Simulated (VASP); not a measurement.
Energy against volume of TiC (rock salt). These are LDA (Ceperley-Alder, Perdew-Zunger), VASP's LDA PAW potentials (set 64) (plane waves; VASP) values and carry that method's errors.

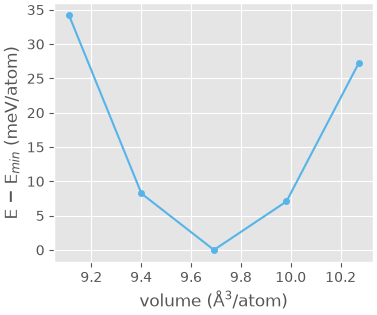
Fig. 1. Energy against volume

### Question
Estimate the equilibrium volume and the bulk modulus.

### Answer
The minimum lies near 9.7 Å³/atom, and the curvature gives B0 of about 280 GPa.

Measured: a 4.330 Å (computed value off by -1.5 %), as given by Guo-Xu Zhang et al., New Journal of Physics (2018), doi:10.1088/1367-2630/aac7f0. The calculation is for a static lattice, while the measured a holds thermal and zero-point effects, which are part of the difference.

The compound is TiC in the rock salt structure. It was relaxed first.
